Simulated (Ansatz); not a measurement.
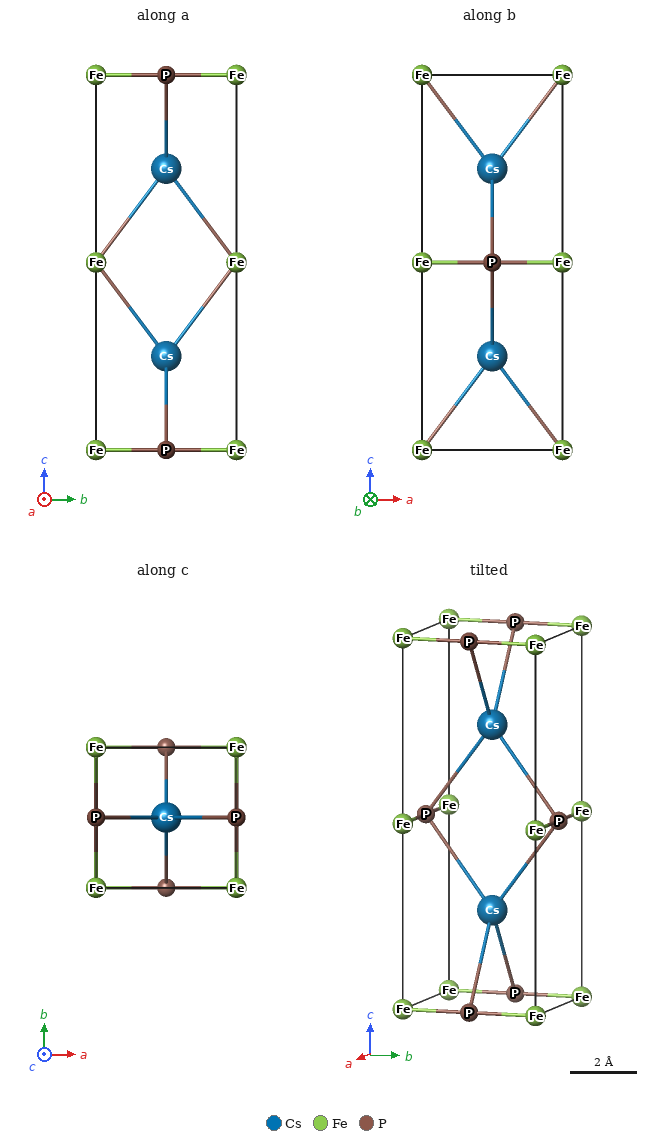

Ball-and-stick representation of a periodic structure, projected along the a axis, along the b axis, along the c axis and slightly off an axis. The frame is the conventional unit cell; atoms at its boundary are shown with their periodic copies.

Lattice parameters: a = 4.319 Å, b = 4.319 Å, c = 11.534 Å, α = 90.00°, β = 90.00°, γ = 90.00°.

Write down what is shown as a table of Wyckoff sites.

Space group P4_2/mmc (No. 131).
```json
{"atom": "Cs", "site": "2f", "x": "0.5000", "y": "0.5000", "z": "0.2500"}
{"atom": "Fe", "site": "2a", "x": "0.0000", "y": "0.0000", "z": "0.5000"}
{"atom": "P", "site": "2c", "x": "0.0000", "y": "0.5000", "z": "0.0000"}
```

Provenance: a structure type filled with these elements by a generator (whether the compound takes this form wasn't checked). Earlier steps of the study may have refined or changed the cell and positions. It was set up as input for a calculation with Ansatz.
